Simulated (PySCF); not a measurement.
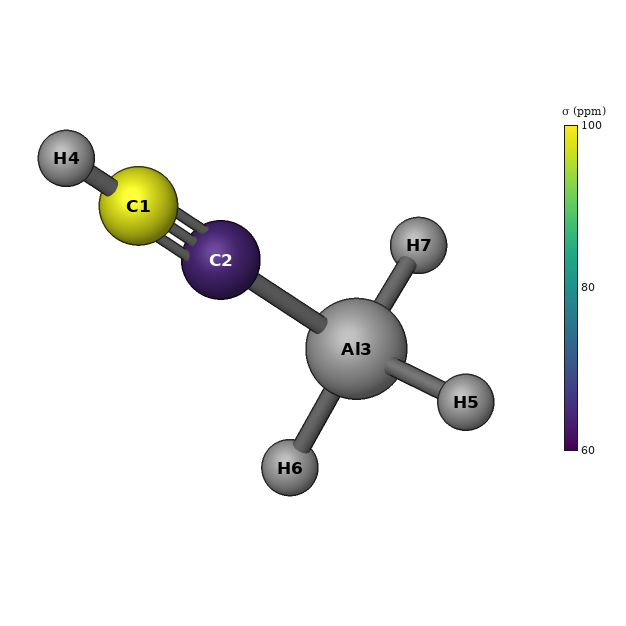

Atoms are coloured by their isotropic NMR shieldings (C only, the others grey). State: charge −1, singlet. Computed geometry: PBE0-D3(BJ)/def2-SVP optimisation. No frequency run is at hand to confirm it as a minimum. Properties computed with GIAO B97-2/pcSseg-2 NMR shielding, non-relativistic, gas phase (PySCF 2.14.0).

Give the isotropic NMR shieldings of the C atoms atom by atom.

```
atom  σ (ppm)
  C1     98.1
  C2     64.2
```
